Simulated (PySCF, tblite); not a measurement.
**C₆H₈FN: a rotation path, then NMR shifts on frames, part 1 of 2**

Aim: move C₆H₈FN (`CCc1[nH]ccc1F`) away from its starting geometry and see how NMR shifts follow the geometry.

Programs: tblite 0.8.0 and PySCF 2.14.0, with density-fitted response routines of our own. Each step states its level of theory. These are calculated values for one molecule in the gas phase, unless marked as measured. Atoms are numbered from 0 throughout.

## 1. The starting structure

16 atoms, charge 0, multiplicity 1; geometry from: GFN2-xTB.

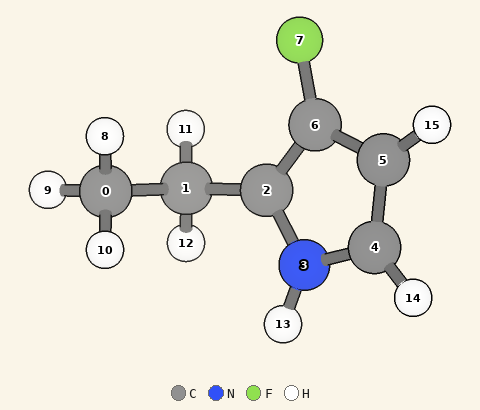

As it starts; carbon grey, nitrogen blue, fluorine green, hydrogen white, atoms numbered; sticks join atoms by distance.

## 2. A band between two rotamers with GFN2-xTB

Job settings and geometry (Å):

```
{"job": {"kind": "neb", "xc": "GFN2-xTB", "basis": "xTB", "atoms": [3, 2, 1, 0], "turn": 120}, "charge": 0, "multiplicity": 1}
C      2.055754     0.892191     0.077401
C      1.394302    -0.472819    -0.133314
C     -0.089085    -0.380938    -0.024358
N     -0.894297    -0.052966    -1.076521
C     -2.191775     0.002424    -0.678425
C     -2.250367    -0.288053     0.657773
C     -0.922674    -0.523612     1.056779
F     -0.525766    -0.846483     2.303432
H      1.812602     1.275104     1.065119
H      3.136301     0.805865    -0.005346
H      1.706148     1.608036    -0.663606
H      1.758664    -1.169235     0.623565
H      1.664916    -0.864003    -1.117687
H     -0.562662     0.112396    -2.011954
H     -2.979439     0.240438    -1.364409
H     -3.120218    -0.329401     1.280140
```

Method: GFN2-xTB climbing-image nudged elastic band, gas phase.

Run with:

```console
$ OMP_NUM_THREADS=1 python probes_run.py task.json out
```

This one command runs all jobs of the session in turn.

Standard output:

```text
image   E - E0 / eV
  0       0.0000
  1       0.0124
  2       0.0290
  3       0.0469
  4       0.0492
  5       0.0392
  6       0.0208
  7       0.0105
  8      -0.0017
```

It took 2.6 s on 1 thread of Arm Neoverse V1, shared host; peak memory 0.18 GiB.

The final band, with the dihedral N3–C2–C1–C0:

| image | dihedral (°) | energy (eV) | energy (kcal/mol) |
| --- | --- | --- | --- |
| 0 | 86 | 0.000 | 0.0 |
| 1 | 111 | 0.012 | 0.3 |
| 2 | 136 | 0.029 | 0.7 |
| 3 | 161 | 0.047 | 1.1 |
| 4 | 185 | 0.049 | 1.1 |
| 5 | 210 | 0.039 | 0.9 |
| 6 | 235 | 0.021 | 0.5 |
| 7 | 259 | 0.010 | 0.2 |
| 8 | 283 | -0.002 | 0.0 |

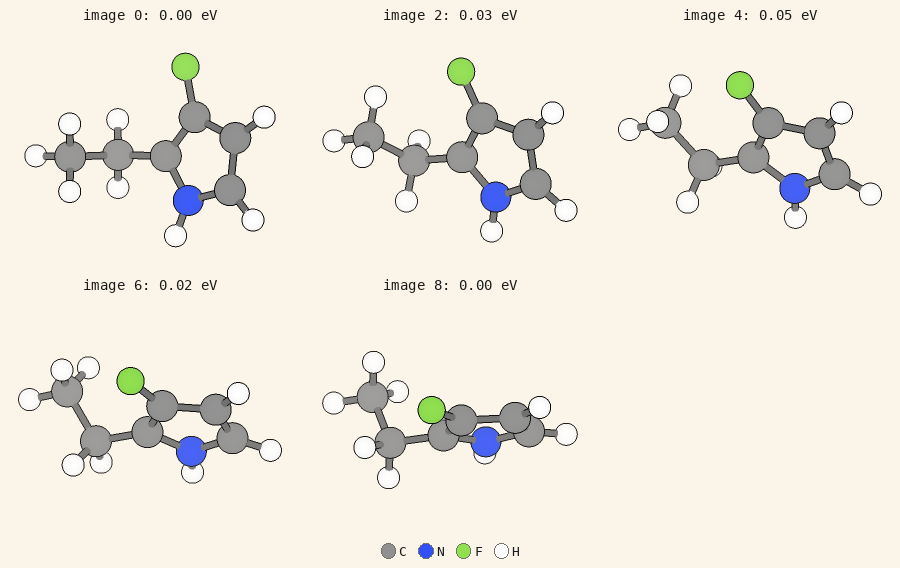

Images along the band.

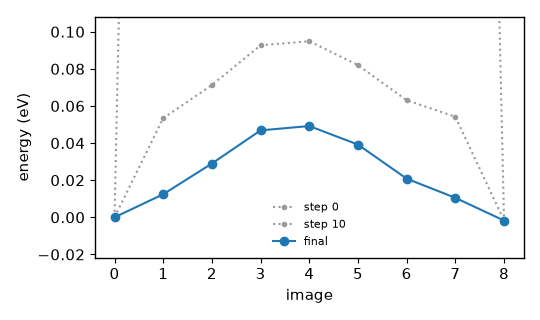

Energy along the band, early and final.

## 3. Shielding tensors: image 0, PBE0/pcSseg-1

Job settings and geometry (Å):

```
{"job": {"kind": "nmr", "xc": "PBE0", "basis": "pcSseg-1", "pop": false}, "charge": 0, "multiplicity": 1}
C      2.055800     0.892200     0.077400
C      1.394300    -0.472800    -0.133300
C     -0.089100    -0.380900    -0.024400
N     -0.894300    -0.053000    -1.076500
C     -2.191800     0.002400    -0.678400
C     -2.250400    -0.288100     0.657800
C     -0.922700    -0.523600     1.056800
F     -0.525800    -0.846500     2.303400
H      1.812600     1.275100     1.065100
H      3.136300     0.805900    -0.005300
H      1.706100     1.608000    -0.663600
H      1.758700    -1.169200     0.623600
H      1.664900    -0.864000    -1.117700
H     -0.562700     0.112400    -2.012000
H     -2.979400     0.240400    -1.364400
H     -3.120200    -0.329400     1.280100
```

Level: GIAO PBE0/pcSseg-1 NMR shielding, non-relativistic, gas phase.

Standard output:

```text
coarse grid: 13624 points
cycle   1  E = -387.4442900772  dE =  1.406e+00  |g| = 5.168e-01  |ddm| = 3.674e+00
cycle   2  E = -387.4326755985  dE =  1.161e-02  |g| = 6.028e-01  |ddm| = 1.073e+00
cycle   3  E = -387.5023710570  dE = -6.970e-02  |g| = 8.370e-02  |ddm| = 5.912e-01
cycle   4  E = -387.5034391310  dE = -1.068e-03  |g| = 3.770e-02  |ddm| = 8.975e-02
cycle   5  E = -387.5037362728  dE = -2.971e-04  |g| = 1.059e-02  |ddm| = 4.008e-02
cycle   6  E = -387.5037611925  dE = -2.492e-05  |g| = 3.505e-03  |ddm| = 1.196e-02
cycle   7  E = -387.5037637275  dE = -2.535e-06  |g| = 7.117e-04  |ddm| = 3.267e-03
final grid: 132824 points
cycle   8  E = -387.5557246963  dE = -4.470e-05  |g| = 9.270e-03  |ddm| = 3.831e-02
cycle   9  E = -387.5557140012  dE =  1.070e-05  |g| = 1.218e-02  |ddm| = 1.792e-02
cycle  10  E = -387.5557442775  dE = -3.028e-05  |g| = 1.568e-03  |ddm| = 1.079e-02
cycle  11  E = -387.5557447437  dE = -4.662e-07  |g| = 3.051e-04  |ddm| = 1.664e-03
cycle  12  E = -387.5557447600  dE = -1.637e-08  |g| = 1.552e-04  |ddm| = 3.478e-04
cycle  13  E = -387.5557447650  dE = -4.959e-09  |g| = 3.080e-05  |ddm| = 1.480e-04
cycle  14  E = -387.5557447652  dE = -1.943e-10  |g| = 9.513e-06  |ddm| = 3.259e-05
converged SCF energy = -387.5557447652

GIAO shielding tensors (ppm)
atom      isotropic    diamagn.    paramagn.     s11        s22        s33       span
  0 C      167.356     246.486     -79.130    154.463    161.208    186.397     31.934
  1 C      164.342     244.596     -80.254    150.483    168.487    174.055     23.572
  2 C       66.642     258.632    -191.990      5.286     55.191    139.449    134.163
  3 N      107.557     327.804    -220.247     23.062    125.688    173.922    150.861
  4 C       73.195     251.140    -177.944      3.237     67.820    148.529    145.293
  5 C       83.547     259.735    -176.188     20.736     69.870    160.035    139.299
  6 C       29.658     249.059    -219.400    -15.738     33.158     71.555     87.293
  7 F      355.729     474.945    -119.216    287.200    336.413    443.574    156.374
  8 H       30.449      29.896       0.553     25.903     29.807     35.637      9.734
  9 H       30.513      28.145       2.367     26.368     26.973     38.197     11.829
 10 H       30.703      30.333       0.370     26.089     30.127     35.892      9.803
 11 H       28.696      29.929      -1.233     24.042     28.053     33.993      9.952
 12 H       29.450      30.280      -0.830     24.580     28.542     35.229     10.650
 13 H       24.743      34.136      -9.393     18.546     25.618     30.065     11.519
 14 H       25.407      29.632      -4.225     22.012     25.482     28.726      6.714
 15 H       25.586      30.937      -5.352     23.095     25.853     27.808      4.713
```

It took 21 s on 1 thread of Arm Neoverse V1, shared host; peak memory 0.79 GiB.

The references, computed at this level on geometries of the same kind, shield at (ppm): 1H TMS 31.72, 13C TMS 186.9, 19F CFCl3 170.9, 15N NH3 267.7. Their shielding less the atom's gives the shift. The references are single molecules in the gas phase, so shifts against H2O, NH3, PH3, H3PO4 or CFCl3 are not on the usual liquid scales and can be off by tens of ppm. Each atom is listed at this fixed geometry, with no averaging over motion; a spectrum would average atoms that exchange fast.

| atoms | environment | σ (ppm) | δ (ppm) |
| --- | --- | --- | --- |
| C6 | aromatic carbon bearing fluorine | 29.7 | 157.3 |
| C2 | substituted aromatic carbon next to a ring nitrogen | 66.6 | 120.3 |
| C4 | aromatic CH next to a ring nitrogen | 73.2 | 113.7 |
| C5 | aromatic CH | 83.5 | 103.4 |
| C1 | sp3 CH2 on an aromatic ring | 164.3 | 22.6 |
| C0 | methyl carbon | 167.4 | 19.6 |
| H13 | hydrogen on a pyrrole-type ring nitrogen | 24.74 | 6.97 |
| H14 | hydrogen on an aromatic CH next to a ring nitrogen | 25.41 | 6.31 |
| H15 | hydrogen on an aromatic CH | 25.59 | 6.13 |
| H11 | hydrogen on an sp3 CH2 on an aromatic ring | 28.70 | 3.02 |
| H12 | hydrogen on an sp3 CH2 on an aromatic ring | 29.45 | 2.27 |
| H8 | hydrogen on a methyl carbon | 30.45 | 1.27 |
| H9 | hydrogen on a methyl carbon | 30.51 | 1.20 |
| H10 | hydrogen on a methyl carbon | 30.70 | 1.01 |
| N3 | pyrrole-type ring nitrogen | 107.6 | 160.2 |
| F7 | aryl fluorine | 355.7 | -184.8 |

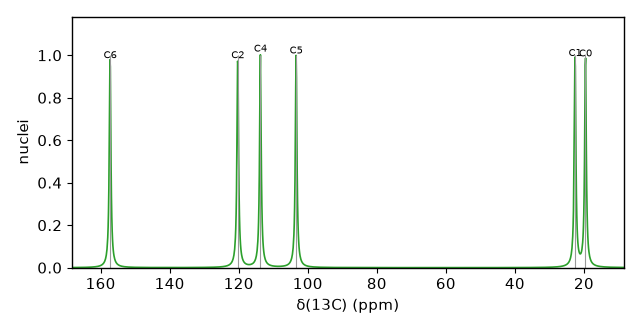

13C lines at the computed shifts, without couplings. Lines are broadened to a width of 0.55 ppm (Lorentzian).

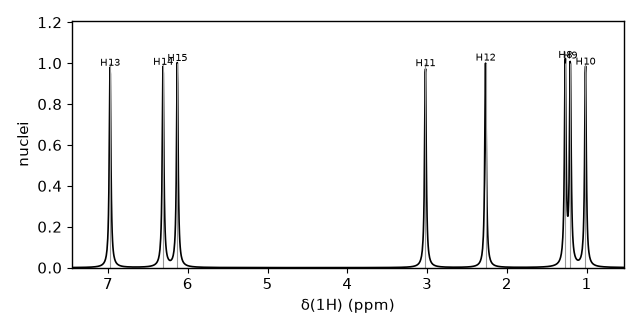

1H lines at the computed shifts, without couplings. Lines are broadened to a width of 0.02 ppm (Lorentzian).

Ring of atoms C2, N3, C4, C5, C6: NICS(0) -15.9, NICS(1) -10.6, NICS(1)zz -27.2 ppm (means of both faces).

## 4. Nuclear shieldings: image 2, PBE0/pcSseg-1

Job settings and geometry (Å):

```
{"job": {"kind": "nmr", "xc": "PBE0", "basis": "pcSseg-1", "pop": false}, "charge": 0, "multiplicity": 1}
C      2.104600     0.743200     0.427500
C      1.376300    -0.323400    -0.387000
C     -0.099300    -0.272900    -0.163300
N     -1.001300    -0.373900    -1.183500
C     -2.270200    -0.280100    -0.705800
C     -2.211100    -0.108500     0.650300
C     -0.843500    -0.106700     0.979000
F     -0.350700     0.031500     2.226700
H      1.934900     0.587500     1.488200
H      3.173700     0.701100     0.235800
H      1.743100     1.733800     0.163500
H      1.765000    -1.311600    -0.118000
H      1.571100    -0.172200    -1.452100
H     -0.752200    -0.519200    -2.147600
H     -3.119500    -0.328500    -1.356800
H     -3.028400     0.009100     1.331800
```

Level: GIAO PBE0/pcSseg-1 NMR shielding, non-relativistic, gas phase.

Standard output:

```text
coarse grid: 13624 points
cycle   1  E = -387.4442772026  dE =  1.410e+00  |g| = 5.169e-01  |ddm| = 3.698e+00
cycle   2  E = -387.4311800020  dE =  1.310e-02  |g| = 6.069e-01  |ddm| = 1.076e+00
cycle   3  E = -387.5022949008  dE = -7.111e-02  |g| = 8.783e-02  |ddm| = 6.021e-01
cycle   4  E = -387.5034930841  dE = -1.198e-03  |g| = 3.950e-02  |ddm| = 9.415e-02
cycle   5  E = -387.5038290871  dE = -3.360e-04  |g| = 1.035e-02  |ddm| = 4.134e-02
cycle   6  E = -387.5038526198  dE = -2.353e-05  |g| = 3.478e-03  |ddm| = 1.149e-02
cycle   7  E = -387.5038550498  dE = -2.430e-06  |g| = 6.590e-04  |ddm| = 3.187e-03
final grid: 132824 points
cycle   8  E = -387.5548315116  dE = -4.468e-05  |g| = 8.500e-03  |ddm| = 3.969e-02
cycle   9  E = -387.5548244628  dE =  7.049e-06  |g| = 1.066e-02  |ddm| = 1.610e-02
cycle  10  E = -387.5548485804  dE = -2.412e-05  |g| = 1.416e-03  |ddm| = 9.146e-03
cycle  11  E = -387.5548489247  dE = -3.443e-07  |g| = 2.627e-04  |ddm| = 1.458e-03
cycle  12  E = -387.5548489359  dE = -1.122e-08  |g| = 1.344e-04  |ddm| = 3.104e-04
cycle  13  E = -387.5548489398  dE = -3.915e-09  |g| = 3.085e-05  |ddm| = 1.323e-04
cycle  14  E = -387.5548489400  dE = -2.018e-10  |g| = 8.547e-06  |ddm| = 3.091e-05
converged SCF energy = -387.5548489400

GIAO shielding tensors (ppm)
atom      isotropic    diamagn.    paramagn.     s11        s22        s33       span
  0 C      172.762     246.912     -74.150    158.856    173.787    185.644     26.788
  1 C      161.878     244.841     -82.962    152.201    158.747    174.688     22.487
  2 C       68.356     259.382    -191.026     11.935     54.516    138.615    126.680
  3 N      104.663     328.006    -223.344     18.271    129.264    166.453    148.182
  4 C       73.977     251.111    -177.134      4.614     68.941    148.375    143.761
  5 C       82.347     258.925    -176.578     19.140     69.485    158.415    139.275
  6 C       27.815     248.013    -220.198    -18.776     32.702     69.519     88.295
  7 F      353.690     475.069    -121.379    290.321    328.351    442.398    152.077
  8 H       29.565      30.182      -0.617     23.741     30.009     34.944     11.204
  9 H       30.578      27.981       2.596     25.817     27.727     38.190     12.374
 10 H       30.598      30.157       0.442     27.110     28.803     35.881      8.771
 11 H       28.637      29.326      -0.688     24.440     26.847     34.626     10.187
 12 H       29.531      30.904      -1.373     23.696     29.987     34.909     11.213
 13 H       24.823      33.741      -8.918     18.749     25.444     30.275     11.526
 14 H       25.482      29.466      -3.984     22.099     25.490     28.857      6.759
 15 H       25.550      30.968      -5.418     23.121     25.854     27.675      4.554
```

Wall time 20 s (1 thread of Arm Neoverse V1, shared host); peak memory 0.91 GiB.

In short: δ C6 159.1, C2 118.6, C4 112.9, C5 104.6, H13 6.89, H14 6.23 ppm.

(Continued in part 2 of 2.)
